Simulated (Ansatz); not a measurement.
The parent structure is BeS in the zinc blende structure (space group F-43m, No. 216; a = 4.869 Å).

Perturbation: the cell is scaled by 0.9900 in all directions; the atoms relax in the strained cell.

The values are results of r2SCAN (Ansatz, a first-principles code), no SOC, not measurements.

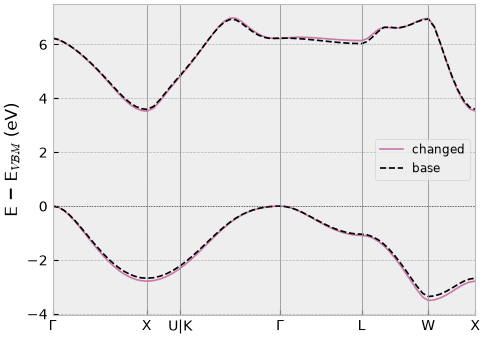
Figure. Highest valence and lowest conduction band along the path, each from its own valence-band maximum

Problem. Read the changed gap and its character from the plot.

Solution. About 3.5 eV, indirect, Γ → X.

Stability against distortions was not tested.
